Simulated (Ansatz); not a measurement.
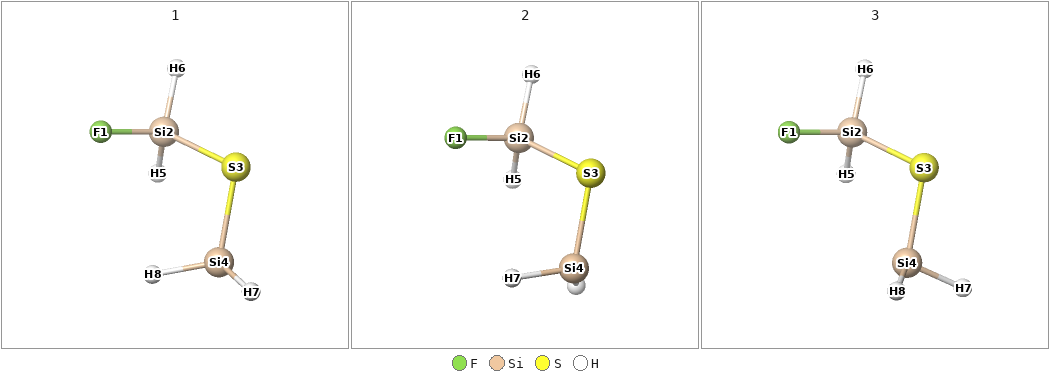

FH4SSi2, SMILES F[SiH2]S[SiH2], spin multiplicity 2. Coordinates scanned: (1) dihedral Si2–S3–Si4–H7; (2) dihedral F1–Si2–S3–Si4. Nothing is relaxed (all other coordinates rigid). The scan uses an 18 × 18 grid. Points are written as (first, second). Energies are in cm⁻¹, from the relaxed molecule at the same level. Theory: UKS PBE-D4/def2-SVP (Ansatz 0.2.0).

The numbered pictures are structures from this grid.

### Which is the most stable, and how do the others follow?

1, at (−160°, 80°): 128 cm⁻¹; 3, at (120°, 80°): 729 cm⁻¹; 2, at (−60°, 80°): 1079 cm⁻¹.

The map, with the structures marked:

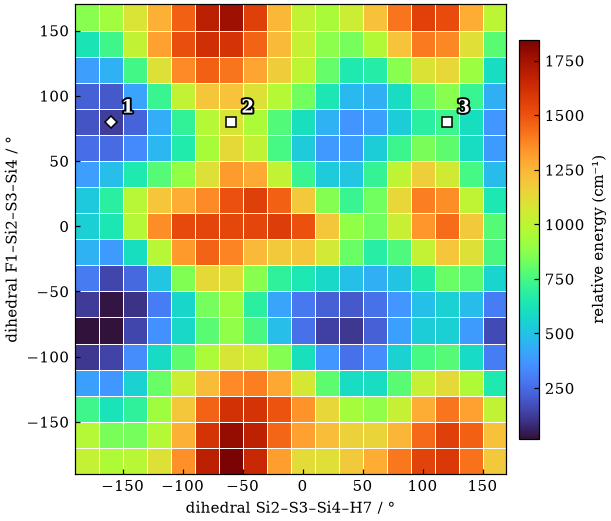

In the figure: one coloured cell a grid point.
